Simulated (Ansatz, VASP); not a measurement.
**Se (Selenium): VASP beside Ansatz**

Wanted: the spread between two codes on one cell, functional and k mesh. Other levels of theory on this material are compared in a session of their own. Valence electrons are named where the data sets of a main pair hold unlike numbers.

Calculated with Ansatz 0.2.0; plane waves, with VASP 6.6.1 beside it; band structure at PBE.

### Step 1. The structure

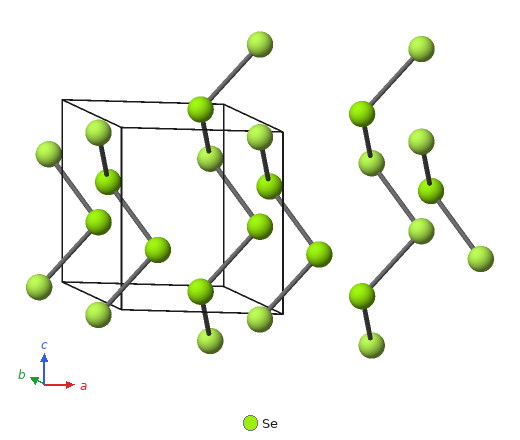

The cell as given, slightly off an axis (selenium green). 2×1×1 cells are drawn. Some periodic images of atoms are drawn too.

As a file:

```cif
data_structure
_symmetry_space_group_name_H-M 'P 1'
_symmetry_Int_Tables_number 1
_cell_length_a 4.3662
_cell_length_b 4.3662
_cell_length_c 4.9536
_cell_angle_alpha 90.000
_cell_angle_beta 90.000
_cell_angle_gamma 120.000
_cell_volume 81.78
loop_
_atom_site_label
_atom_site_type_symbol
_atom_site_fract_x
_atom_site_fract_y
_atom_site_fract_z
_atom_site_occupancy
Se1 Se 0.22540 0.00000 0.33333 1
Se2 Se 0.00000 0.22540 0.66667 1
Se3 Se 0.77460 0.77460 0.00000 1
```

### Step 2. VASP: band structure, PBE

Levels along a path test the potential and the projectors away from the mesh points.

Lines of VASP's logs that name or quote its potential files are left out, and so is its time.

INCAR reads:

```
SYSTEM = Se
PREC = Accurate
ENCUT = 400
EDIFF = 1E-06
NELM = 100
ISMEAR = 0
SIGMA = 0.02
LREAL = .FALSE.
ALGO = Normal
GGA = PE
NBANDS = 22
LORBIT = 11
LWAVE = .FALSE.
LCHARG = .FALSE.
KPAR = 4
```

POSCAR reads:

```
Se
1.0
    4.3662000000      0.0000000000      0.0000000000
   -2.1831000000      3.7812401180      0.0000000000
    0.0000000000      0.0000000000      4.9536000000
Se
3
Direct
    0.2254000000      0.0000000000      0.3333333333
    0.0000000000      0.2254000000      0.6666666667
    0.7746000000      0.7746000000      0.0000000000
```

KPOINTS reads:

```
Automatic mesh
0
Gamma
4 4 3
0 0 0
```

KPOINTS_OPT reads:

```
Line mode
16
Line-mode
Reciprocal
  0.00000000   0.00000000   0.00000000 GAMMA
  0.50000000   0.00000000   0.00000000 M

  0.50000000   0.00000000   0.00000000 M
  0.33333333   0.33333333   0.00000000 K

  0.33333333   0.33333333   0.00000000 K
  0.00000000   0.00000000   0.00000000 GAMMA

  0.00000000   0.00000000   0.00000000 GAMMA
  0.00000000   0.00000000   0.50000000 A

  0.00000000   0.00000000   0.50000000 A
  0.50000000   0.00000000   0.50000000 L

  0.50000000   0.00000000   0.50000000 L
  0.33333333   0.33333333   0.50000000 H

  0.33333333   0.33333333   0.50000000 H
  0.00000000   0.00000000   0.50000000 A

  0.50000000   0.00000000   0.50000000 L
  0.50000000   0.00000000   0.00000000 M

  0.33333333   0.33333333   0.00000000 K
  0.33333333   0.33333333   0.50000000 H
```

The projector-augmented-wave data sets are Se (PBE family, release 64).

On the command line:

```console
$ mpirun -np 4 vasp_std
```

Numbers of over 12 decimals in the logs are rounded to 6 here.

The program printed:

```text
[banner, memory and clock lines left out]
running    4 mpi-ranks, on    1 nodes
 distrk:  each k-point on    1 cores,    4 groups
 distr:  one band on    1 cores,    1 groups

 POSCAR found type information on POSCAR Se
 POSCAR found :  1 types and       3 ions
 LDA part: xc-table for (Slater+PW92), standard interpolation
 POSCAR, INCAR and KPOINTS ok, starting setup
 FFT: planning ... GRIDC
 FFT: planning ... GRID_SOFT
 FFT: planning ... GRID
 WAVECAR not read
 entering main loop
       N       E                     dE             d eps       ncg     rms          rms(c)
DAV:   1     0.679359879208E+02    0.67936E+02   -0.56540E+03   396   0.537E+02
DAV:   2    -0.614052570259E+01   -0.74077E+02   -0.70360E+02   520   0.121E+02
DAV:   3    -0.105211682662E+02   -0.43806E+01   -0.43471E+01   480   0.297E+01
DAV:   4    -0.105491042160E+02   -0.27936E-01   -0.27932E-01   456   0.285E+00
DAV:   5    -0.105492497606E+02   -0.14554E-03   -0.14554E-03   494   0.205E-01    0.704E+00
DAV:   6    -0.104787471404E+02    0.70503E-01   -0.30289E-02   456   0.888E-01    0.432E+00
DAV:   7    -0.104553602297E+02    0.23387E-01   -0.67336E-02   450   0.124E+00    0.209E-01
DAV:   8    -0.104547738169E+02    0.58641E-03   -0.71271E-03   438   0.411E-01    0.107E-01
DAV:   9    -0.104548928833E+02   -0.11907E-03   -0.27363E-04   506   0.779E-02    0.357E-02
DAV:  10    -0.104549385579E+02   -0.45675E-04   -0.44178E-05   456   0.339E-02    0.655E-03
DAV:  11    -0.104549411295E+02   -0.25717E-05   -0.45559E-06   502   0.104E-02    0.334E-03
DAV:  12    -0.104549412823E+02   -0.15276E-06   -0.11206E-06   366   0.545E-03
   1 F= -.10454941E+02 E0= -.10454941E+02  d E =-.153870E-30
 Start KPOINTS_OPT (optional k-point list driver)
k-point batch [1-9\144]
       N       E                     dE             ncg
DAV:   1     0.155531149330E+03   -0.51251E+03      396
DAV:   2    -0.523318725863E+03   -0.67885E+03      510
DAV:   3    -0.570095040800E+03   -0.46776E+02      468
DAV:   4    -0.570409473013E+03   -0.31443E+00      426
DAV:   5    -0.570410871768E+03   -0.13988E-02      492
DAV:   6    -0.570410884978E+03   -0.13210E-04      432
DAV:   7    -0.570410885138E+03   -0.16001E-06      418
[...]
k-point batch [136-144\144]
       N       E                     dE             ncg
DAV:   1     0.108563422007E+03   -0.45709E+04      396
DAV:   2    -0.556469468822E+03   -0.66503E+03      538
DAV:   3    -0.594018417782E+03   -0.37549E+02      504
DAV:   4    -0.594264974140E+03   -0.24656E+00      504
DAV:   5    -0.594266399988E+03   -0.14258E-02      500
DAV:   6    -0.594266414479E+03   -0.14491E-04      522
DAV:   7    -0.594266414644E+03   -0.16541E-06      398
```

From OUTCAR (step 2):

```text
ion  position               nearest neighbor table
   1  0.225  0.000  0.333-   3 2.37   2 2.37
   2  0.000  0.225  0.667-   3 2.37   1 2.37
   3  0.775  0.775  0.000-   2 2.37   1 2.37

  LATTYP: Found a hexagonal cell.
 ALAT       =     4.3662000000
 C/A-ratio  =     1.1345334616

 Subroutine GETGRP returns: Found  6 space group operations
 (whereof  2 operations were pure point group operations)

The static configuration has the point symmetry C_2 .
 The point group associated with its full space group is D_3 .

 Found      9 irreducible k-points:

   k-points           NKPTS =      9   k-points in BZ     NKDIM =      9   number of bands    NBANDS=     22

   dimension x,y,z NGX =    28 NGY =   28 NGZ =   32
   dimension x,y,z NGXF=    56 NGYF=   56 NGZF=   64

   ENCUT  =  400.0 eV  29.40 Ry    5.42 a.u.   7.12  7.12  8.08*2*pi/ulx,y,z

   NELECT =      18.0000    total number of electrons

 k-points in reciprocal lattice and weights: Automatic mesh
   0.00000000  0.00000000  0.00000000       0.021
   0.25000000  0.00000000  0.00000000       0.125
   0.50000000  0.00000000  0.00000000       0.062
   0.25000000  0.25000000  0.00000000       0.125
   0.00000000  0.00000000  0.33333333       0.042
   0.25000000  0.00000000  0.33333333       0.125
   0.00000000  0.25000000  0.33333333       0.125
   0.50000000  0.00000000  0.33333333       0.125
   0.25000000  0.25000000  0.33333333       0.250

 average (electrostatic) potential at core
       1 -56.1594       2 -56.1594       3 -56.1594

 E-fermi :   2.5361

 k-point     1 :       0.0000    0.0000    0.0000
  band No.  band energies     occupation
    ...
      5      -1.1627      2.00000
      6      -1.0845      2.00000
      7       0.6324      2.00000
      8       0.6324      2.00000
      9       2.2717      2.00000
     10       4.5523      0.00000
     11       4.5523      0.00000
     12       4.8335      0.00000
     13       8.8440      0.00000
     14       9.1618      0.00000
    ...

 k-point     2 :       0.2500    0.0000    0.0000
  band No.  band energies     occupation
    ...
      5      -1.6943      2.00000
      6      -0.9205      2.00000
      7       0.6300      2.00000
      8       1.0272      2.00000
      9       1.8821      2.00000
     10       4.5520      0.00000
     11       4.6727      0.00000
     12       5.4680      0.00000
     13       8.6299      0.00000
     14       8.9464      0.00000
    ...

 k-point     3 :       0.5000    0.0000    0.0000
  band No.  band energies     occupation
    ...
      5      -2.0418      2.00000
      6      -0.7706      2.00000
      7      -0.2217      2.00000
      8       0.8958      2.00000
      9       1.6777      2.00000
     10       4.6030      0.00000
     11       4.9982      0.00000
     12       6.7838      0.00000
     13       7.9476      0.00000
     14      10.3504      0.00000
    ...

  Total        1.2008572      1.2008572      2.0321872     -0.0000000     -0.0000000      0.0000000
  in kB       23.5257318     23.5257318     39.8121364     -0.0000000     -0.0000000      0.0000000
  external PRESSURE =      28.9545333 kB  Pullay stress =       0.0000000 kB

  energy-cutoff  :      400.00
  volume of cell :       81.78
      direct lattice vectors                 reciprocal lattice vectors
     4.366200000  0.000000000  0.000000000     0.229032110  0.132231751  0.000000000
    -2.183100000  3.781240118  0.000000000     0.000000000  0.264463501  0.000000000
     0.000000000  0.000000000  4.953600000     0.000000000  0.000000000  0.201873385

 POSITION                                       TOTAL-FORCE (eV/Angst)
 -----------------------------------------------------------------------------------
      0.98414      0.00000      1.65120         0.417896     -0.000000      0.000000
     -0.49207      0.85229      3.30240        -0.208948      0.361908     -0.000000
      1.69103      2.92895      0.00000        -0.208948     -0.361908     -0.000000
 -----------------------------------------------------------------------------------
    total drift:                               -0.000000     -0.000001      0.000000

  FREE ENERGIE OF THE ION-ELECTRON SYSTEM (eV)
  ---------------------------------------------------
  free  energy   TOTEN  =       -10.4549412823 eV

  energy  without entropy=      -10.4549412823  energy(sigma->0) =      -10.45494128

 total charge
# of ion       s       p       d       tot
------------------------------------------
    1        1.513   2.183   0.058   3.754
    2        1.513   2.183   0.058   3.754
    3        1.513   2.183   0.058   3.754
--------------------------------------------------
tot          4.538   6.548   0.174  11.261

[... 3 further parts left out ...]
```

Spin-orbit coupling is off here; it would split degenerate levels. At this level the cell is under a pressure of 2.9 GPa, so at these settings it is away from equilibrium.

### Step 3. Ansatz: band structure, PBE

Ansatz runs on its default PAW (the set named soft_2) files.

The same cell, functional, mesh and smearing now go to Ansatz, which takes its cutoff from its data sets.

input.yaml reads:

```yaml
crystal:
  lattice:
    - [4.3662, 0.0, 0.0]
    - [-2.1831, 3.781240118, 0.0]
    - [0.0, 0.0, 4.9536]
  atoms:
    - { symbol: Se, position: [0.2254, 0.0, 0.3333333333] }
    - { symbol: Se, position: [0.0, 0.2254, 0.6666666667] }
    - { symbol: Se, position: [0.7746, 0.7746, 0.0] }
hamiltonian:
  xc: pbe
  pseudopotentials: { kind: paw }
kpoints:
  mp_grid: { grid: [4, 4, 3] }
  band_path:
    path:
      - [0.0, 0.0, 0.0]
      - [0.13333, 0.0, 0.0]
      - [0.3, 0.0, 0.0]
      - [0.46667, 0.0, 0.0]
      - [0.46667, 0.06667, 0.0]
      - [0.41111, 0.17778, 0.0]
      - [0.35556, 0.28889, 0.0]
      - [0.28889, 0.28889, 0.0]
      - [0.17778, 0.17778, 0.0]
      - [0.06667, 0.06667, 0.0]
      - [0.0, 0.0, 0.03333]
      - [0.0, 0.0, 0.2]
      - [0.0, 0.0, 0.36667]
      - [0.0, 0.0, 0.5]
      - [0.16667, 0.0, 0.5]
      - [0.3, 0.0, 0.5]
      - [0.46667, 0.0, 0.5]
      - [0.5, 0.0, 0.5]
      - [0.46667, 0.06667, 0.5]
      - [0.41111, 0.17778, 0.5]
      - [0.35556, 0.28889, 0.5]
      - [0.33333, 0.33333, 0.5]
      - [0.28889, 0.28889, 0.5]
      - [0.17778, 0.17778, 0.5]
      - [0.06667, 0.06667, 0.5]
      - [0.5, 0.0, 0.46667]
      - [0.5, 0.0, 0.3]
      - [0.5, 0.0, 0.13333]
      - [0.33333, 0.33333, 0.0]
      - [0.33333, 0.33333, 0.16667]
      - [0.33333, 0.33333, 0.33333]
      - [0.33333, 0.33333, 0.5]
    npoints: 1
scf:
  occupations: { method: gaussian, width: 0.02 }
  n_extra_bands: 7
output:
  forces: true
  stress: true
  eigenvalues: true
```

On the command line:

```console
$ ansatz run input.yaml --threads 2 --pin off --max-ram 4608MiB --backend cpu --events-out ev --progress --plain --runs-dir out
```

The program printed:

```text
scf.n_extra_bands = 7 over 24 filled bands (N_el = 48.0): the run solves 31 bands
Engine: ansatz 0.2.0, x86_64-unknown-linux-gnu
Pseudopotentials: kind: paw
Pseudopotential: Se, paw, valence charge 16, recommended cutoff 420 eV (normal), Se.paw.azcp
Functional definition: PBE
  parameter kappa = 0.804
  parameter beta = 0.066725
  exchange = pbe_x(kappa = kappa, mu = beta*pi^2/3)
  correlation = pbe_c(beta = beta)
Crystal: 3 atoms, lattice volume = 81.782 Å³
Basis set: ecut = 420 eV, 1583 PW (Γ), exchange–correlation on 60×60×72 points (8 copies of the dense FFT grid, shifted against one another)
Bands: 31, of which v1, the nominal top of the filled ones, is band 24 counted from 1 (23 counted from 0)
Symmetry: 6 space group operations
Space group: P3121 (ITA 152), of the structure as read, at distance tolerance 4.3e-5 Å
k-points: 9 of 48 (time reversal used)
Non-local potential: Se, projectors of the file, l = 0: 2, l = 1: 2, l = 2: 3, l = 3: 1
PAW form: soft (Blöchl's): semilocal exchange-correlation on the pseudo side does not see the compensation charge
PAW one-centre angular grid: Se, 590 points (default); XC on 64 Gauss nodes
Initial density: superposition of atomic densities (neutral atoms: chi_scale 0, normalization atom), corrected by the library's trained network
Initial wavefunctions: pseudopotential atomic-orbital guess
Functional: x = pbe(κ = 0.804, μ = 0.219515), c = pbe(β = 0.066725)
SCF iter   1: F=—  HF=-16407.199729 eV  |F-HF|=—  |Δ(HF+E_count)|=         —  Δρ=1.37e-3  dr2=1.03e-3  ethr=1.77e-3  ⟨swp⟩=6.2  Hψ=1221  notcnv=0
preconditioner: auto → Resta (q_TF=auto, 2.496 Å⁻¹)  ε∞=3.2  [insulator: Δε(μ)=1.594 eV  Ē_g=11.739 eV  σ=0.020 eV  W_gap=1.00  n_scr=20 (ndim 8)  ℏωp=17.4 eV  f_vac=0.095  D(μ)=0.00/eV (n_scr^D=0)  ε∞_Penn≈3.2]
SCF iter   2: F=—  HF=-16407.200108 eV  |F-HF|=—  |Δ(HF+E_count)|=   3.80e-4  Δρ=8.17e-4  dr2=3.73e-4  ethr=2.14e-6  ⟨swp⟩=2.0  Hψ=608  notcnv=0  defer=22
SCF iter   3: F=—  HF=-16407.200451 eV  |F-HF|=—  |Δ(HF+E_count)|=   3.43e-4  Δρ=2.45e-4  dr2=3.91e-5  ethr=7.76e-7  ⟨swp⟩=3.0  Hψ=514  notcnv=0  defer=22
SCF iter   4: F=—  HF=-16407.200501 eV  |F-HF|=—  |Δ(HF+E_count)|=   4.99e-5  Δρ=7.47e-5  dr2=3.38e-6  ethr=8.14e-8  ⟨swp⟩=3.0  Hψ=473  notcnv=0  defer=22
SCF iter   5: F=—  HF=-16407.200504 eV  |F-HF|=—  |Δ(HF+E_count)|=   2.24e-6  Δρ=2.14e-5  dr2=5.28e-7  ethr=7.05e-9  ⟨swp⟩=2.0  Hψ=473  notcnv=0  defer=22
SCF iter   6: F=-16407.200504 eV  HF=-16407.200504 eV  |F-HF|=5.15e-8  |Δ(HF+E_count)|=   6.32e-9  Δρ=7.50e-6  dr2=6.04e-8  ethr=2.08e-10  ⟨swp⟩=7.7  Hψ=1280  notcnv=0
SCF 1 converged in 6 iterations: F = -16407.200504 eV  dr2 = 6.04e-8
  greatest PAW one-centre occupation: 1.000 electrons in one spin orbital (limit 2), on the Se atom at site 0 (counted from 0), in its partial waves of l = 2
NSCF: frozen V_eff on 32 k-points
SCF converged after 6 iterations
Free energy (F): -16407.200504 eV
Harris-Foulkes:  -16407.200504 eV  (|F-HF|=5.15e-8)
Internal energy: -16407.200504 eV  (E = F + TS)
E sigma→0 (E₀):  -16407.200504 eV
Fermi energy:    7.375669 eV
--- Per-component energies (eV) ---
  E_band       = -1226.127083
  E_kinetic    = 352.249460
  E_local      = -7739.626508  (includes V_loc(G=0)·N_el)
  E_nonlocal   = -1783.311169
  E_hartree    = 3792.050007
  E_xc         = -311.147285
  E_vxc        = -292.419152  (∫ρ·V_xc dr)
  E_paw        = -5735.838542  (= ΣΔE_a)
  E_vpaw       = 652.874265  (= ΣTr[D̂ρ^β])
  E_aug_tail   = -0.001813  (compensation charges beyond the density's cutoff)
  E_ewald      = -4981.574654
  E_smearing   = -0.000000  (= −TS)
  E_closure    = 0.000000  (closes the sum)
  Σ components = -16407.200504   (vs F -16407.200504, Δ=0.00e0)
--- Forces (eV/Å), atoms counted from 1 ---
  atom   1  Se     0.38057652    -0.00000000     0.00000000
  atom   2  Se    -0.19028826     0.32958894    -0.00000000
  atom   3  Se    -0.19028826    -0.32958894     0.00000000
  max |Σ_I F_I| component: 8.33e-17 eV/Å
--- Stress (GPa, compression-positive) ---
        2.285059       0.000000      -0.000000
        0.000000       2.285059       0.000000
       -0.000000       0.000000       3.820531
  P = ⅓ Tr σ = 2.7969 GPa (27.969 kbar)
--- Band table (eV; the first three rows and the last of 9) ---
  k-point 0: bands = [... 20 lower, 3.1285, 4.8413, 4.8413, 6.4752, 8.7752, 8.7752, 9.0494, 13.0563, ... 3 higher]
  k-point 1: bands = [... 20 lower, 3.4596, 5.0434, 5.5323, 5.7970, 8.1716, 8.2851, 8.3751, 13.3830, ... 3 higher]
  k-point 2: bands = [... 20 lower, 3.2886, 4.8403, 5.2359, 6.0884, 8.7717, 8.8916, 9.6811, 12.8519, ... 3 higher]
  k-point 8: bands = [... 20 lower, 2.8346, 4.9169, 5.8022, 6.5793, 8.5729, 9.4849, 10.0584, 13.2267, ... 3 higher]
```

Wall time 1.6 s (2 threads of AMD EPYC 9R14 (Zen 4), shared host); peak memory 0.38 GiB.

### Step 4. Side by side

Known differences besides the potentials themselves: the data sets hold 48 valence electrons in Ansatz (on its default PAW (the set named soft_2) files) and 18 in VASP; the cutoff is 420 eV in Ansatz and 400 eV in VASP; VASP leaves aspherical gradient terms in its spheres out (LASPH is not set), Ansatz keeps them. Total energies have different zeros and are not compared.

The two programs side by side:

```csv
quantity,Ansatz,VASP,difference
pressure (GPa),2.80,2.90,-0.10
gap over the path points (eV),1.025,0.998,+0.026
```

Forces (eV/Å; atoms numbered as in POSCAR):

```csv
atom,"Ansatz x, y, z","VASP x, y, z"
Se1,"0.381, 0.000, 0.000","0.418, 0.000, 0.000"
Se2,"-0.190, 0.330, 0.000","-0.209, 0.362, 0.000"
Se3,"-0.190, -0.330, 0.000","-0.209, -0.362, 0.000"
```

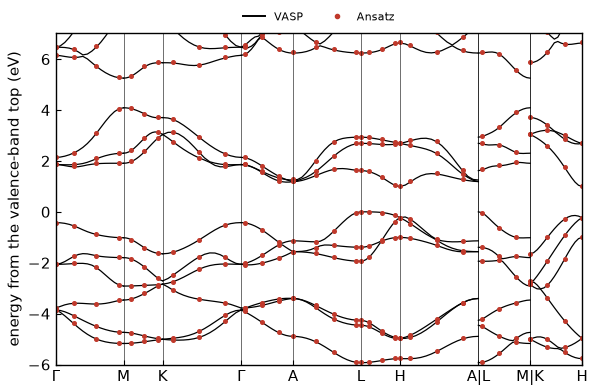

Bands from VASP (lines) and levels from Ansatz (dots). Dots without a line are higher empty bands that the VASP plot leaves out.

Levels at points of the path, from each program's valence-band top (eV; 4 filled, then empty):

```csv
k (reciprocal lattice),Ansatz,VASP
0.000 0.000 0.000,-3.77 -2.06 -2.06 -0.42 1.88 1.88 2.15,-3.78 -2.06 -2.06 -0.42 1.86 1.86 2.14
0.133 0.000 0.000,-3.59 -2.03 -1.75 -0.55 1.78 1.87 2.33,-3.60 -2.03 -1.75 -0.55 1.77 1.85 2.31
0.300 0.000 0.000,-3.62 -2.19 -1.72 -0.89 1.90 2.10 3.10,-3.62 -2.19 -1.73 -0.89 1.89 2.08 3.09
0.467 0.000 0.000,-3.48 -2.87 -1.79 -1.01 1.92 2.31 4.06,-3.48 -2.88 -1.80 -1.01 1.91 2.30 4.05
0.467 0.067 0.000,-3.42 -2.90 -1.85 -1.09 1.99 2.43 4.06,-3.42 -2.91 -1.86 -1.09 1.98 2.41 4.05
0.411 0.178 0.000,-3.21 -2.88 -2.17 -1.41 2.38 2.91 3.86,-3.21 -2.89 -2.17 -1.41 2.36 2.89 3.85
0.356 0.289 0.000,-2.91 -2.86 -2.60 -1.63 2.90 3.14 3.71,-2.92 -2.86 -2.60 -1.63 2.88 3.13 3.70
0.289 0.289 0.000,-3.08 -2.74 -2.48 -1.58 2.76 3.14 3.64,-3.08 -2.75 -2.48 -1.59 2.75 3.13 3.63
0.178 0.178 0.000,-3.43 -2.24 -1.76 -1.09 2.13 2.34 2.93,-3.44 -2.25 -1.77 -1.10 2.12 2.33 2.92
0.067 0.067 0.000,-3.58 -2.04 -1.79 -0.52 1.79 1.87 2.28,-3.59 -2.05 -1.80 -0.52 1.77 1.85 2.27
```

The forces differ by 22 meV/Å r.m.s., which is 8.9 % of the r.m.s. force of 0.241 eV/Å (both taken over all components). Among the levels compared at these points, filled levels agree within 11 meV and empty ones within 26 meV.

### Step 5. What the set-up changes

Further runs change the set-up of one program: Ansatz's method, potentials or start, or VASP's data sets, cutoff or form of LDA. The table gives Ansatz less VASP for each quantity, since a change that brings one quantity closer may part another.

```csv
run,r.m.s. force difference (meV/Å),pressure (GPa),gap over the path points (eV)
as above,22,-0.099,0.026
Ansatz's larger PAW set (cutoff 580 eV),24,-0.11,0.035
norm-conserving potentials (cutoff 1170 eV),17,-0.11,0.010
```

### Step 6. Summary of results

| Quantity | Value |
| --- | --- |
| r.m.s. force difference (band structure, PBE) | 8.9 % of the r.m.s. force |

In words: The r.m.s. force difference is 8.9 % of the r.m.s. force (band structure, PBE), beyond the 3 % picked in this series as the mark of a large difference. The data sets hold unlike numbers of valence electrons (48 in Ansatz and 18 in VASP), so part of the differences comes from the potentials. Band structure, PBE, Ansatz's larger PAW set (cutoff 580 eV): the difference in gap over the path points goes from 0.026 to 0.035 eV. Band structure, PBE, norm-conserving potentials (cutoff 1170 eV): the difference in gap over the path points goes from 0.026 to 0.010 eV. 11 further runs of this series are not shown here. Such differences can come from data sets, numerical settings and the points named under the comparisons, not from the functional's error against experiment.

[Lines on the potential files, build, host, timing and source positions are cut from VASP's logs without a mark.]

[Logs are printed without paths, hosts, clocks, repeated set-up lines and the standing remarks that a program may print on its own settings, such as how far it seeks lower states.]

[Hosts, paths, dates, database ids (printed as entryN), source tags and the programs' standing remarks are cut or masked in the printed files.]
